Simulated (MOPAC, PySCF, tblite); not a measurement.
Bond stretch in SH, doublet.

- NEVPT2 = SC-NEVPT2 on CASSCF(7,5)/cc-pVTZ, all electrons correlated run with PySCF
- GFN2-xTB, 300 K electronic temperature (tblite)
- UMP2/6-31G* = unrestricted MP2 (frozen core)/6-31G*, spherical d (PySCF 2.14.0)
- PM7, unrestricted, heats of formation (MOPAC)

Energies are in kJ/mol, each relative to the lowest point of its own curve near equilibrium.

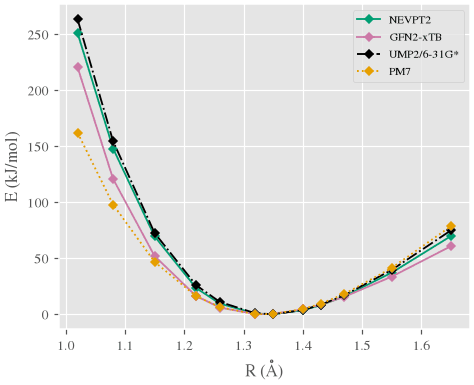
Energy against bond length for each method.

```
R / Å  NEVPT2  GFN2-xTB  UMP2/6-31G*    PM7
-----  ------  --------  -----------  -----
1.02    251.1     220.6        263.4  162.1
1.08    147.9     120.7        154.4   97.9
1.15     69.5      51.9         72.5   46.7
1.22     23.4      16.3         25.9   16.2
1.26      9.5       6.0         11.0    6.3
1.32      0.5       0.0          0.8    0.0
1.35      0.0       0.3          0.0    0.2
1.40      3.6       4.3          3.7    4.6
1.43      8.0       8.4          8.4    9.4
1.47     15.9      15.5         16.8   18.0
1.55     37.1      33.5         39.5   41.3
1.65     69.7      60.7         74.8   78.5
```

At the longest distance, 1.65 Å, PM7 lies highest above its minimum (78.5 kJ/mol) and GFN2-xTB lowest (60.7 kJ/mol).

The scan ran from 1.02 to 5.38 Å; beyond the distances shown one of the unrestricted levels run for this scan, shown here or not, changes its spin distribution in one step.
